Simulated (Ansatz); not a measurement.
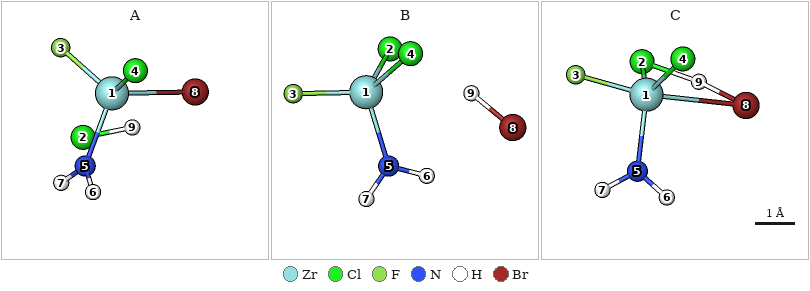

3 geometries from a converged minimum-energy path of ZrNH$_{3}$BrCl$_{2}$F, made up at the start of ZrNH₂Cl₂F and HBr, shuffled. A ball-and-stick model, seen at a tilt.

All numbers below come from RKS PBE/def2-SVP (Ansatz 0.2.0). Run with 5 movable images; climbing image; force threshold 0.05 eV/Å; iteration limit 60; starting path through a guess of the saddle point.

**Which frame is the top of the path?**

C. In order along the path, whose images run from 0 to 6: B (image 0, 0.000 eV), C (image 3, +0.152 eV), A (image 6, +0.055 eV). Breaking: Br8–H9 (1.45 → 1.71 at the top → 2.44 Å), Zr1–Cl2 (2.40 → 2.63 at the top → 3.49 Å). Forming: Cl2–H9 (2.39 → 1.58 at the top → 1.32 Å), Zr1–Br8 (4.25 → 2.84 at the top → 2.57 Å).

Limits of the set-up: the start holds two separate molecules, 2.4 Å apart at their closest, whose relative position is a soft coordinate and is computed without a dispersion correction.
